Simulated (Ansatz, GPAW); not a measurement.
# A 10-layer slab of Zr(0001): work function by functional and basis, part 4 of 4

How far do functional and basis move the work function of a 10-layer slab of Zr(0001)?

GPAW 26.7.0 and Ansatz 0.2.0; Ansatz plane waves; slab in vacuum with a dipole correction, relaxation; PAW set soft_1 (the session's first sound run).

So far, upper work function (eV): step 2 (relaxation, PBE) 4.17; step 4 (OptPBE vdW: xc = "optPBE-vdW", GPAW, PAW setups, GPAW) 4.34; step 5 (self-consistent run: xc = "vdW-DF2", GPAW, PAW setups, GPAW) 4.43; step 6 (self-consistent run: xc = "RPBE") 4.06; step 7 (real-space grid: mode = "fd", PBE, GPAW) 4.17.

## 9. A second plane-wave code (continued)

Level of this step: Ansatz plane waves; slab in vacuum with a dipole correction; PAW set soft_1 (Ansatz).

Force by atom:

```
atom  x (eV/Å)  y (eV/Å)  z (eV/Å)   size
 Zr1     0.000     0.000     0.437  0.437
 Zr2     0.000     0.000    -0.572  0.572
 Zr3     0.000     0.000     0.040  0.040
 Zr4     0.000     0.000     0.066  0.066
 Zr5     0.000     0.000     0.031  0.031
 Zr6     0.000     0.000    -0.002  0.002
 Zr7     0.000     0.000     0.003  0.003
 Zr8     0.000     0.000    -0.005  0.005
 Zr9     0.000     0.000     0.011  0.011
Zr10     0.000     0.000    -0.009  0.009
```

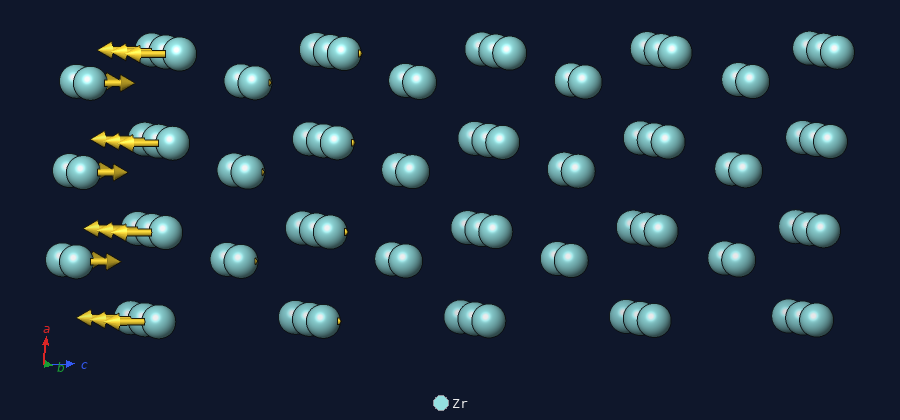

Force as arrows, the longest 0.572 eV/Å. 3×2×1 cells are drawn. Some periodic images of atoms are drawn too.

The upper face's work function is 4.171 eV, against 4.173 eV in the first plane-wave PBE run at this geometry.

## 10. Side by side

Results and costs are gathered.

This step: comparison of work functions, dipole and cost; PAW set soft_1 (GPAW 26.7.0).

Ladder, by row:

```
      step    code  work function, upper (eV)  work function, lower (eV)  dipole (e Å)  wall time (s)  peak memory (GiB)  threads
        pw    GPAW                      4.173                      4.196      0.001275           1285               0.41        1
optPBE-vdW    GPAW                      4.342                      4.372      0.001575           1456               0.62        1
   vdW-DF2    GPAW                      4.428                      4.469      0.002157           1480               0.62        1
      RPBE    GPAW                      4.058                      4.076      0.001006           1023               0.42        1
        fd    GPAW                      4.172                      4.197      0.001227           8821               2.16        1
    ansatz  Ansatz                      4.171                      4.196      0.001243          24.32              0.933        4
```

## 11. A changed run

One more run, with changed settings.

This step: GPAW, PAW setups; slab in vacuum (GPAW 26.7.0).

Contents of run.py:

```python
import json
import numpy as np
from ase import Atoms
from gpaw import GPAW, PW

slab = Atoms(
    ['Zr', 'Zr', 'Zr', 'Zr', 'Zr', 'Zr', 'Zr', 'Zr', 'Zr', 'Zr'],
    positions=[
        [3.23000, 1.86484, 8.00000],
        [0.00000, 0.00000, 10.57270],
        [3.23000, 1.86484, 13.14539],
        [0.00000, 0.00000, 15.71809],
        [3.23000, 1.86484, 18.29078],
        [0.00000, -0.00000, 20.88933],
        [3.23000, 1.86484, 23.46784],
        [0.00000, -0.00000, 26.06112],
        [3.23000, 1.86484, 28.70163],
        [-0.00000, -0.00000, 31.13569]],
    cell=[[3.23, 0.0, 0.0], [1.615, 2.79726, 0.0], [0.0, 0.0, 39.15426]],
    pbc=[True, True, False])

slab.calc = GPAW(mode=PW(140), xc='PBE', kpts={'size': (11, 11, 1), 'gamma': True},
                 occupations={'name': 'fermi-dirac', 'width': 0.1}, nbands='160%',
                 convergence={'density': 1e-05}, maxiter=100,
                 poissonsolver={'dipolelayer': 'xy'},
                 symmetry={'tolerance': 1e-3}, txt='slab.txt')
result = {}
energy = slab.get_potential_energy()
fermi = slab.calc.get_fermi_level()
v = slab.calc.get_electrostatic_potential().mean((0, 1)) - fermi
n = slab.calc.get_pseudo_density().mean((0, 1))
L = slab.cell[2, 2]
z = np.arange(len(v)) * L / len(v)
low, high = slab.positions[:, 2].min(), slab.positions[:, 2].max()
below, above = np.interp([low - 5.8, high + 5.8], z, v)
slopes = [np.interp(x, z, np.gradient(v, z)) for x in (low - 5.8, high + 5.8)]
eps = np.array([[slab.calc.get_eigenvalues(k, s) for k in range(len(slab.calc.get_ibz_k_points()))]
                for s in range(slab.calc.get_number_of_spins())]) - fermi
top, bottom = eps[eps < 0].max(), eps[eps > 0].min()
dipole = slab.get_dipole_moment()[2]
print(f'energy {energy:.4f} eV, Fermi level {fermi:.4f} eV, dipole {dipole:.5f} e A')
print(f'potential 5.8 A off the faces, from the Fermi level: lower {below:.4f} eV, upper {above:.4f} eV')
print(f'slope of the potential there: lower {slopes[0]:.5f}, upper {slopes[1]:.5f} eV/A')
print(f'nearest levels on the mesh: {top:.4f} and {bottom:.4f} eV')
print('magnetic moment', round(slab.get_magnetic_moment(), 3))
result.update(energy=energy, fermi=fermi, dipole=dipole, below=below, above=above, slopes=slopes, edges=[top, bottom],
              z=z.tolist(), v=v.tolist(), n=n.tolist(), positions=slab.positions.tolist(),
              forces=slab.get_forces(apply_constraint=False).tolist(), moments=slab.get_magnetic_moments().tolist())
json.dump(result, open('result.json', 'w'))
```

Started as:

```
$ OMP_NUM_THREADS=1 OPENBLAS_NUM_THREADS=1 python run.py
```

Numbers of over 12 decimals in the logs are rounded to 6 here.

Output:

```text
energy -61.6851 eV, Fermi level 4.8835 eV, dipole 0.00127 e A
potential 5.8 A off the faces, from the Fermi level: lower 4.2486 eV, upper 4.2284 eV
slope of the potential there: lower -0.00383, upper 0.00398 eV/A
nearest levels on the mesh: -0.0012 and 0.0090 eV
magnetic moment 0.0
```

The job ended after 6.1 min (1 thread of Arm Neoverse V1, shared host; peak memory 0.19 GiB).

The run finished. A setting was moved off its sound value on purpose, so it serves as a test and not as the result.

The fault put into the input: a cutoff far too low (ecut = 140).

The two runs compared:

```csv
quantity,this run,sound run,difference
upper work function (eV),4.2284,4.1729,0.0554
lower work function (eV),4.2486,4.1963,0.0523
```

The two runs differ clearly in the upper work function: 4.23 eV against 4.17 eV.

## 12. Results

```yaml
work_function_upper_and_lower_face: 4.173 and 4.196 eV
dipole_along_the_normal: 0.00127 e Å
```

With plane waves and PBE the work function is 4.17 eV on the upper face and 4.20 eV on the lower. The measured value for polycrystalline Zr, which weights the faces of low work function, is 4.05 eV (as compiled in "Anisotropic work function of elemental crystals", 2019, arxiv:1902.07811); the relaxed upper face lies 0.12 eV over it with PBE, and RPBE comes nearest (4.06 eV). Measured work functions scatter by a tenth of an eV or more between methods. Over the sound runs of the table the upper face's work function spans 4.058 (RPBE) to 4.428 eV (vdW-DF2). The two plane-wave codes differ by 0.0020 eV on the upper face. The small printed dipole stands for a step of -26 meV from the lower to the upper face, and the probes find -23 meV; values this small are near the numerical noise of both. The in-plane lattice was kept as typed, which isn't the functional's own and leaves some strain; spin-orbit coupling and temperature are left out.

[Logs are printed without paths, hosts, clocks, repeated set-up lines and the standing remarks that a program may print on its own settings, such as how far it seeks lower states.]

[Hosts, paths, dates, database ids (printed as entryN), source tags and the programs' standing remarks are cut or masked in the printed files.]
